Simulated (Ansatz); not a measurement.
# How many bands does the GW gap of WS2 (Tungstenite) need?

Aim: see how the G0W0 gap of WS2 (Tungstenite) on PBE moves with empty bands and screening cutoff, and what each rung costs.

Method: G0W0 on PBE, plane waves, PAW, in Ansatz 0.2.0.

**1. The starting structure**

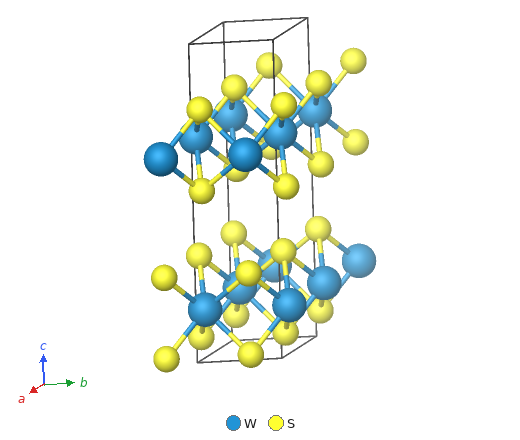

Start, viewed slightly off an axis; tungsten blue, sulfur yellow. 3×2×1 cells are drawn.

Structure file:

```cif
data_structure
_symmetry_space_group_name_H-M 'P 1'
_symmetry_Int_Tables_number 1
_cell_length_a 3.1532
_cell_length_b 3.1532
_cell_length_c 12.3230
_cell_angle_alpha 90.000
_cell_angle_beta 90.000
_cell_angle_gamma 120.000
_cell_volume 106.11
loop_
_atom_site_label
_atom_site_type_symbol
_atom_site_fract_x
_atom_site_fract_y
_atom_site_fract_z
_atom_site_occupancy
W1 W 0.33333 0.66667 0.25000 1
W2 W 0.66667 0.33333 0.75000 1
S3 S 0.33333 0.66667 0.62250 1
S4 S 0.66667 0.33333 0.12250 1
S5 S 0.33333 0.66667 0.87750 1
S6 S 0.66667 0.33333 0.37750 1
```

The cell and positions come from the Crystallography Open Database and are kept as given unless a step says otherwise. Spin-orbit coupling is left out unless a step names it.

**2. 277 empty bands, screening to 110 eV**

Now the one-shot GW correction: screening in the RPA, then the self-energy of the levels asked for. This step takes hard PAW files.

Contents of input.yaml:

```yaml
crystal:
  lattice:
    - [3.1532, 0.0, 0.0]
    - [-1.5766, 2.7307513032, 0.0]
    - [0.0, 0.0, 12.323]
  atoms:
    - { symbol: W, position: [0.3333333333, 0.6666666667, 0.25] }
    - { symbol: W, position: [0.6666666667, 0.3333333333, 0.75] }
    - { symbol: S, position: [0.3333333333, 0.6666666667, 0.6225] }
    - { symbol: S, position: [0.6666666667, 0.3333333333, 0.1225] }
    - { symbol: S, position: [0.3333333333, 0.6666666667, 0.8775] }
    - { symbol: S, position: [0.6666666667, 0.3333333333, 0.3775] }
kpoints:
  mp_grid: { grid: [9, 9, 2] }
hamiltonian:
  xc: pbe
  pseudopotentials: { kind: paw, source: ansatz }
scf:
  occupations: { method: fixed }
gw:
  n_empty_bands: 277
  ecut_chi: 110.0
  qp_bands: [v2, c2]
  qp_kpoints: band_edges
  screening: { model: contour_deformation }
```

Run with:

```bash
$ ansatz run input.yaml --threads 3 --pin off --max-ram 92160MiB --backend cuda --events-out ev --progress --plain --runs-dir out --devices 1 --max-vram 13GiB  # rebuilt from the run's record
```

Numbers of over 12 decimals in the logs are rounded to 6 here.

What it wrote:

```text
GPUs: using 1 of 1 available (devices: 1).
Engine: ansatz 0.2.0, x86_64-unknown-linux-gnu
Pseudopotentials: kind: paw
Pseudopotential: W, paw, valence charge 28, recommended cutoff 760 eV (normal), W.paw.azcp
Pseudopotential: S, paw, valence charge 6, recommended cutoff 510 eV (normal), S.paw.azcp
Functional definition: PBE
  parameter kappa = 0.804
  parameter beta = 0.066725
  exchange = pbe_x(kappa = kappa, mu = beta*pi^2/3)
  correlation = pbe_c(beta = beta)
device memory: the entry about to start is reckoned to put 3.4 GiB on a device that reports 36.3 GiB free (of which the cap on the GPU budget leaves the run 13.0 GiB)
GPU FFT provider: cuFFT
GPU libraries: cuBLAS 13.8.2, cuFFT 12.4.0, cuSOLVER 12.3.4
Crystal: 6 atoms, lattice volume = 106.108 Å³
Basis set: ecut = 760 eV, 5029 PW (Γ)
Bands: 48, of which v1, the nominal top of the filled ones, is band 40 counted from 1 (39 counted from 0)
Symmetry: 24 space group operations
Space group: P63/mmc (ITA 194), of the structure as read, at distance tolerance 4.7e-5 Å
k-points: 24 of 162
Non-local potential: W, projectors of the file, l = 0: 3, l = 1: 3, l = 2: 2, l = 3: 3
Non-local potential: S, projectors of the file, l = 0: 2, l = 1: 2, l = 2: 2
PAW form: soft (Blöchl's): semilocal exchange-correlation on the pseudo side does not see the compensation charge
PAW one-centre angular grid: W, 590 points (default); XC on 64 Gauss nodes
PAW one-centre angular grid: S, 110 points (default); XC on 64 Gauss nodes
Initial density: superposition of atomic densities (chi_scale 0.1, normalization cell, long waves kept (reshape's long-wave potential 0.04 eV rms))
Initial wavefunctions: pseudopotential atomic-orbital guess
GPU buffer pool allocated for 128000 grid points (all kernels)
GPU transforms: local potential and band sums: pruned to the plane-wave sphere, on 30×30×120
Functional: x = pbe(κ = 0.804, μ = 0.219515), c = pbe(β = 0.066725)
SCF iter   1: F=—  HF=-39376.198368 eV  |F-HF|=—  |Δ(HF+E_count)|=         —  Δρ=4.14e-2  dr2=3.56e0  ethr=3.10e-3  ⟨swp⟩=5.3  Hψ=4397  notcnv=0  defer=37
preconditioner: auto → Resta (q_TF=auto, 2.603 Å⁻¹)  ε∞=3.4  [insulator: Δε(μ)=0.864 eV  Ē_g=18.765 eV  n_scr=40 (ndim 8)  ℏωp=28.8 eV  f_vac=0.023  ε∞_Penn≈3.4]
SCF iter   2: F=—  HF=-39375.461919 eV  |F-HF|=—  |Δ(HF+E_count)|=   7.36e-1  Δρ=2.38e-2  dr2=5.76e-1  ethr=3.10e-3  ⟨swp⟩=2.8  Hψ=1704  notcnv=0  defer=113
SCF iter   3: F=—  HF=-39375.356477 eV  |F-HF|=—  |Δ(HF+E_count)|=   1.05e-1  Δρ=1.02e-2  dr2=2.47e-1  ethr=7.20e-4  ⟨swp⟩=3.3  Hψ=1736  notcnv=0  defer=135
SCF iter   4: F=—  HF=-39375.323527 eV  |F-HF|=—  |Δ(HF+E_count)|=   3.30e-2  Δρ=3.62e-3  dr2=1.28e-2  ethr=3.09e-4  ⟨swp⟩=4.1  Hψ=1952  notcnv=0  defer=139
SCF iter   5: F=—  HF=-39375.324328 eV  |F-HF|=—  |Δ(HF+E_count)|=   8.00e-4  Δρ=1.19e-3  dr2=1.35e-3  ethr=1.60e-5  ⟨swp⟩=3.2  Hψ=2028  notcnv=0  defer=142
SCF iter   6: F=—  HF=-39375.324504 eV  |F-HF|=—  |Δ(HF+E_count)|=   1.76e-4  Δρ=3.79e-4  dr2=1.79e-4  ethr=1.69e-6  ⟨swp⟩=2.0  Hψ=1970  notcnv=0  defer=142
SCF iter   7: F=—  HF=-39375.324730 eV  |F-HF|=—  |Δ(HF+E_count)|=   2.26e-4  Δρ=1.30e-4  dr2=3.58e-5  ethr=2.24e-7  ⟨swp⟩=3.0  Hψ=2510  notcnv=0  defer=141
SCF iter   8: F=—  HF=-39375.324732 eV  |F-HF|=—  |Δ(HF+E_count)|=   2.83e-6  Δρ=2.00e-5  dr2=4.81e-7  ethr=4.48e-8  ⟨swp⟩=2.9  Hψ=1873  notcnv=0  defer=125
SCF iter   9: F=-39375.324734 eV  HF=-39375.324734 eV  |F-HF|=3.38e-8  |Δ(HF+E_count)|=   1.24e-6  Δρ=4.77e-6  dr2=2.66e-8  ethr=1.25e-10  ⟨swp⟩=9.5  Hψ=5679  notcnv=0
SCF 1 converged in 9 iterations: F = -39375.324734 eV  dr2 = 2.66e-8
  greatest PAW one-centre occupation: 0.998 electrons in one spin orbital (limit 2), on the W atom at site 1 (counted from 0), in its partial waves of l = 3
device memory: the entry about to start is reckoned to put 3.3 GiB (of the 3.7 GiB reckoned in all, the device holds 0.4 GiB already) on a device that reports 34.3 GiB free (of which the cap on the GPU budget leaves the run 12.6 GiB)
NSCF: frozen V_eff on 24 k-points, pencils in batches of 32, up to order 192
the band table was solved once the SCF had ended and its energy, with any forces and stress, was formed, with the checks that follow a solve (4688 applications of the Hamiltonian). They found nothing against the state; the energy, forces and stress were not computed again (output.eigenvalues in the input reference)
device memory: the entry about to start is reckoned to put 5.2 GiB on a device that reports 34.4 GiB free (of which the cap on the GPU budget leaves the run 13.0 GiB)
NSCF: frozen V_eff on 24 k-points
G₀W₀ screening: q 1/24
[... further progress lines ...]
device memory: the entry about to start is reckoned to put 1.2 GiB on a device that reports 43.7 GiB free (of which the cap on the GPU budget leaves the run 13.0 GiB)
NSCF: frozen V_eff on 1 k-points
device memory: the entry about to start is reckoned to put 1.2 GiB on a device that reports 43.7 GiB free (of which the cap on the GPU budget leaves the run 13.0 GiB)
NSCF: frozen V_eff on 1 k-points
SCF converged after 9 iterations
Free energy (F): -39375.324734 eV
Harris-Foulkes:  -39375.324734 eV  (|F-HF|=3.38e-8)
Internal energy: -39375.324734 eV  (E = F + TS)
E sigma→0 (E₀):  -39375.324734 eV
Fermi energy:    13.325146 eV
--- Per-component energies (eV) ---
  E_band       = -722.378097
  E_kinetic    = 1976.918066
  E_local      = -27949.706899  (includes V_loc(G=0)·N_el)
  E_nonlocal   = 3548.374773
  E_hartree    = 10289.168690
  E_xc         = -866.385099
  E_vxc        = -975.475047  (∫ρ·V_xc dr)
  E_paw        = -17507.316117  (= ΣΔE_a)
  E_vpaw       = 2099.188317  (= ΣTr[D̂ρ^β])
  E_aug_tail   = -0.000082  (compensation charges beyond the density's cutoff)
  E_ewald      = -8866.378065
  E_smearing   = -0.000000  (= −TS)
  E_closure    = -0.000000  (closes the sum)
  Σ components = -39375.324734   (vs F -39375.324734, Δ=0.00e0)
--- Band table (eV; the first three rows and the last of 24) ---
  k-point 0: bands = [... 36 lower, 11.1362, 11.8129, 12.0993, 13.3251, 15.6359, 15.6359, 15.6463, 15.6463, ... 4 higher]
  k-point 1: bands = [... 36 lower, 11.1094, 11.1094, 13.0072, 13.0072, 15.6284, 15.6284, 15.6284, 15.6284, ... 4 higher]
  k-point 2: bands = [... 36 lower, 11.1176, 11.9936, 12.1144, 12.9292, 15.2965, 15.4932, 15.4946, 15.6015, ... 4 higher]
  k-point 23: bands = [... 36 lower, 10.2163, 10.2163, 12.6724, 12.6724, 14.6268, 14.6268, 15.9095, 15.9095, ... 4 higher]
--- G₀W₀: contour deformation, 7 samples at zero and on the imaginary axis and 2 off it, 162 q-points, 277 empty bands' worth ---
  eigenvalues of the whole cell's RPA ε∞ on this k-mesh (on a slab, of 1 + 4πα/V) = 5.9049, 13.4303, 13.4303; static W/v taken at q = 0 is 0.093978
  bands read: the sum over 317 bands ends inside a degenerate multiplet in 14 slots, whose members it reads at an even weight; the widest, k=1: bands 317 to 320 (counted from 1) at 1/4 each
  gw.qp_kpoints: band_edges: 13 of 24 stored k-points solved, in 1 pass; an edge of the gap read off the rows below is read off those points alone
    valence top: of the k-points left out ik 11 came nearest to being solved in a further pass, in band 40 (counted from 1, as in the quasiparticle table): it holds the edge there only if its correction is more favourable than any solved in that band by at least 1.064 eV; those differ by 0.073 eV
    conduction bottom: of the k-points left out ik 14 came nearest to being solved in a further pass, in band 41 (counted from 1, as in the quasiparticle table): it holds the edge there only if its correction is more favourable than any solved in that band by at least 0.508 eV; those differ by 0.161 eV
    ik  band        ε_KS         Σx   Σc(E_QP)       V_xc       Z   E_QP_lin       E_QP  E_QP is
     0    39     12.0993   -18.2773     1.0976   -16.9836  0.7534    11.9027    11.9032  root
     0    40     13.3251   -19.4632     0.5527   -18.8091  0.7594    13.2236    13.2237  root
     0    41     15.6359   -13.8058    -4.1981   -18.4318  0.7599    16.0667    16.0638  root
     0    42     15.6359   -13.8058    -4.1981   -18.4318  0.7599    16.0667    16.0638  root
     1    39     13.0072   -19.1897     0.8275   -18.2135  0.7595    12.8584    12.8587  root
     1    40     13.0072   -19.1897     0.8275   -18.2135  0.7595    12.8584    12.8587  root
     1    41     15.6284   -13.7626    -4.1739   -18.3558  0.7593    16.0506    16.0477  root
     1    42     15.6284   -13.7626    -4.1739   -18.3558  0.7593    16.0506    16.0477  root
     2    39     12.1144   -18.5446     1.1043   -17.2559  0.7536    11.9295    11.9300  root
     2    40     12.9292   -19.3193     0.7537   -18.4439  0.7587    12.8074    12.8076  root
     2    41     15.2965   -13.6578    -3.9713   -17.9561  0.7553    15.6252    15.6234  root
     2    42     15.4932   -13.7343    -4.2531   -18.4075  0.7646    15.9160    15.9134  root
     3    39     12.7572   -19.2342     0.9584   -18.1199  0.7584    12.6012    12.6014  root
     3    40     12.7572   -19.2342     0.9584   -18.1199  0.7584    12.6012    12.6014  root
     3    41     15.4131   -13.7554    -4.0552   -18.1652  0.7560    15.7698    15.7677  root
     3    42     15.4131   -13.7554    -4.0552   -18.1652  0.7560    15.7698    15.7677  root
     4    39     11.8747   -18.9779     1.2625   -17.5424  0.7510    11.7012    11.7017  root
     4    40     12.0090   -19.0672     1.2048   -17.6925  0.7530    11.8386    11.8391  root
     4    41     14.6798   -13.1845    -3.8416   -17.3078  0.7658    14.9626    14.9616  root
     4    42     15.2076   -14.3589    -3.9595   -18.6773  0.7544    15.5685    15.5665  root
    10    39     12.0248   -19.0422     1.1958   -17.6767  0.7522    11.8547    11.8552  root
    10    40     12.2886   -19.2226     1.0639   -18.0079  0.7550    12.1375    12.1378  root
    10    41     14.6731   -13.2355    -3.7347   -17.2524  0.7652    14.9563    14.9553  root
    10    42     15.2765   -14.0270    -4.0160   -18.3944  0.7552    15.6300    15.6279  root
[...]
22    39     12.5806   -18.5907     0.5945   -17.8526  0.7627    12.4368    12.4370  root
    22    40     12.7878   -19.0861     0.5083   -18.4675  0.7624    12.6774    12.6775  root
    22    41     14.6266   -15.8704    -3.7047   -19.9275  0.7616    14.9806    14.9791  root
    22    42     14.6266   -15.8704    -3.7047   -19.9275  0.7616    14.9806    14.9791  root
    23    39     12.6724   -18.7752     0.5472   -18.0993  0.7627    12.5436    12.5438  root
    23    40     12.6724   -18.7752     0.5472   -18.0993  0.7627    12.5436    12.5438  root
    23    41     14.6268   -15.8757    -3.7048   -19.9331  0.7616    14.9809    14.9794  root
    23    42     14.6268   -15.8757    -3.7048   -19.9331  0.7616    14.9809    14.9794  root
```

Run time: 1.7 min. Hardware: 1 × NVIDIA H100 80GB HBM3 (shared by 6 runs) with 3 threads of AMD EPYC 7R13 (Zen 3), shared host; peak memory 2.2 GiB.

The column dr2 measures how far the density is from self-consistency, as an energy; F and HF (Harris–Foulkes) agree once it is small.

This step gave:

```
bands summed                                 : 317
RPA ε∞ on this mesh (eigenvalues)            : 5.905, 13.43, 13.43
plane waves in the screening matrix          : 291
q-points in the mesh                         : 162
G0W0 gap on the mesh                         : 1.456 eV
k of the valence top                         : 0, 0, 0
k of the conduction bottom                   : 0.1111, 0.2222, 0
starting gap on the mesh                     : 1.083 eV
Z at the valence top                         : 0.7594
Z at the conduction bottom                   : 0.7690
least direct G0W0 gap on the computed points : 2.302 eV
```

The gap on the mesh goes from 1.08 eV to 1.46 eV, a correction of +0.37 eV. Between the two edge states, bare exchange in place of the xc potential would open the gap by 4.63 eV, and correlation takes back 4.26 eV.

**3. 631 empty bands, screening to 190 eV**

Another rung: the empty bands reach about as high as the screening cutoff, so the two stay in balance.

Changes to input.yaml since step 2:

```diff
@@ -20,4 +20,4 @@
 gw:
-  n_empty_bands: 277
-  ecut_chi: 110.0
+  n_empty_bands: 631
+  ecut_chi: 190.0
   qp_bands: [v2, c2]
```

What it wrote:

```text
GPUs: using 1 of 1 available (devices: 1).
[...]
GPU FFT provider: cuFFT
GPU libraries: cuBLAS 13.8.2, cuFFT 12.4.0, cuSOLVER 12.3.4
Crystal: 6 atoms, lattice volume = 106.108 Å³
Basis set: ecut = 760 eV, 5029 PW (Γ)
Bands: 48, of which v1, the nominal top of the filled ones, is band 40 counted from 1 (39 counted from 0)
Symmetry: 24 space group operations
[...]
k-points: 24 of 162
[...]
GPU buffer pool allocated for 128000 grid points (all kernels)
[...]
SCF iter   1: F=—  HF=-39376.198368 eV  |F-HF|=—  |Δ(HF+E_count)|=         —  Δρ=4.14e-2  dr2=3.56e0  ethr=3.10e-3  ⟨swp⟩=5.3  Hψ=4397  notcnv=0  defer=37
[...]
SCF iter   9: F=-39375.324734 eV  HF=-39375.324734 eV  |F-HF|=3.38e-8  |Δ(HF+E_count)|=   1.24e-6  Δρ=4.77e-6  dr2=2.66e-8  ethr=1.25e-10  ⟨swp⟩=9.5  Hψ=5679  notcnv=0
SCF 1 converged in 9 iterations: F = -39375.324734 eV  dr2 = 2.66e-8
[...]
NSCF: frozen V_eff on 24 k-points, pencils in batches of 32, up to order 192
[...]
NSCF: frozen V_eff on 24 k-points
G₀W₀ screening: q 1/24
[... further progress lines ...]
[...]
SCF converged after 9 iterations
Free energy (F): -39375.324734 eV
[...]
Internal energy: -39375.324734 eV  (E = F + TS)
E sigma→0 (E₀):  -39375.324734 eV
Fermi energy:    13.325146 eV
[...]
--- Band table (eV; the first three rows and the last of 24) ---
  k-point 0: bands = [... 36 lower, 11.1362, 11.8129, 12.0993, 13.3251, 15.6359, 15.6359, 15.6463, 15.6463, ... 4 higher]
  k-point 1: bands = [... 36 lower, 11.1094, 11.1094, 13.0072, 13.0072, 15.6284, 15.6284, 15.6284, 15.6284, ... 4 higher]
  k-point 2: bands = [... 36 lower, 11.1176, 11.9936, 12.1144, 12.9292, 15.2965, 15.4932, 15.4946, 15.6015, ... 4 higher]
  k-point 23: bands = [... 36 lower, 10.2163, 10.2163, 12.6724, 12.6724, 14.6268, 14.6268, 15.9095, 15.9095, ... 4 higher]
[...]
0    39     12.0993   -18.2773     0.8808   -16.9836  0.7508    11.6836    11.6864  root
     0    40     13.3251   -19.4632     0.2862   -18.8091  0.7564    12.9561    12.9572  root
     0    41     15.6359   -13.8058    -4.4483   -18.4318  0.7584    15.8140    15.8136  root
     0    42     15.6359   -13.8058    -4.4483   -18.4318  0.7584    15.8140    15.8136  root
     1    39     13.0072   -19.1897     0.5721   -18.2135  0.7568    12.6015    12.6031  root
     1    40     13.0072   -19.1897     0.5721   -18.2135  0.7568    12.6015    12.6031  root
     1    41     15.6284   -13.7626    -4.4237   -18.3558  0.7577    15.7984    15.7980  root
     1    42     15.6284   -13.7626    -4.4237   -18.3558  0.7577    15.7984    15.7980  root
[...]
23    39     12.6724   -18.7752     0.3035   -18.0993  0.7604    12.2987    12.3000  root
    23    40     12.6724   -18.7752     0.3035   -18.0993  0.7604    12.2987    12.3000  root
    23    41     14.6268   -15.8757    -3.9716   -19.9331  0.7579    14.7126    14.7125  root
    23    42     14.6268   -15.8757    -3.9716   -19.9331  0.7579    14.7126    14.7125  root
```

Wall time 5.3 min (1 × NVIDIA H100 80GB HBM3 (shared by 6 runs) with 3 threads); peak memory 4.5 GiB; 9.4 min of CPU time.

Numbers from this step:

```yaml
bands_summed: 671
rpa_eps_infinity_on_this_mesh_eigenvalues: 5.897, 13.33, 13.33
plane_waves_in_the_screening_matrix: 663
q_points_in_the_mesh: 162
g0w0_gap_on_the_mesh: 1.496 eV
k_of_the_valence_top: 0, 0, 0
k_of_the_conduction_bottom: 0.1111, 0.2222, 0
starting_gap_on_the_mesh: 1.083 eV
z_at_the_valence_top: 0.7564
z_at_the_conduction_bottom: 0.7666
least_direct_g0w0_gap_on_the_computed_points: 2.287 eV
```

Against the run with 9×9×2 mesh, 277 empty bands, screening to 110 eV, hard PAW files, the gap moves by +0.04 eV.

**4. 1068 empty bands, screening to 270 eV**

Changes to input.yaml since step 3:

```diff
@@ -20,4 +20,4 @@
 gw:
-  n_empty_bands: 631
-  ecut_chi: 190.0
+  n_empty_bands: 1068
+  ecut_chi: 270.0
   qp_bands: [v2, c2]
```

What it wrote:

```text
GPUs: using 1 of 1 available (devices: 1).
[...]
GPU FFT provider: cuFFT
GPU libraries: cuBLAS 13.8.2, cuFFT 12.4.0, cuSOLVER 12.3.4
Crystal: 6 atoms, lattice volume = 106.108 Å³
Basis set: ecut = 760 eV, 5029 PW (Γ)
Bands: 48, of which v1, the nominal top of the filled ones, is band 40 counted from 1 (39 counted from 0)
Symmetry: 24 space group operations
[...]
k-points: 24 of 162
[...]
1    42     15.6284   -13.7626    -4.5247   -18.3558  0.7574    15.6970    15.6970  root
[...]
23    39     12.6724   -18.7752     0.2014   -18.0993  0.7598    12.1957    12.1979  root
    23    40     12.6724   -18.7752     0.2014   -18.0993  0.7598    12.1957    12.1979  root
    23    41     14.6268   -15.8757    -4.0917   -19.9331  0.7568    14.5924    14.5924  root
    23    42     14.6268   -15.8757    -4.0917   -19.9331  0.7568    14.5924    14.5924  root
[key lines of the parts left out:]
SCF converged after 9 iterations
Free energy (F): -39375.324734 eV
Fermi energy:    13.325146 eV
```

Run time: 8 min. Hardware: 1 × NVIDIA H100 80GB HBM3 (shared by 6 runs) with 3 threads; peak memory 9 GiB; 15 min of CPU time.

This step gave:

```yaml
bands_summed: 1108
rpa_eps_infinity_on_this_mesh_eigenvalues: 5.894, 13.30, 13.30
plane_waves_in_the_screening_matrix: 1071
g0w0_gap_on_the_mesh: 1.510 eV
k_of_the_valence_top: 0, 0, 0
k_of_the_conduction_bottom: 0.1111, 0.2222, 0
starting_gap_on_the_mesh: 1.083 eV
least_direct_g0w0_gap_on_the_computed_points: 2.273 eV
```

Against the run with 9×9×2 mesh, 631 empty bands, screening to 190 eV, hard PAW files, the gap moves by +0.014 eV.

(Part 1 of 2 ends here.)

[Paths, hosts, dates, memory and timing lines, banners, echoed tables and standing remarks are left out of the program output.]

[Logs are printed without paths, hosts, clocks, repeated set-up lines and the standing remarks that a program may print on its own settings, such as how far it seeks lower states.]

[Runs of the session that timed out or met a known fault of the program may be left out.]

[Cells called generated may have been cut or substituted from an entry of the Crystallography Open Database or the Materials Project.]

[Hosts, paths, dates, database ids (printed as entryN), source tags and the programs' standing remarks are cut or masked in the printed files.]
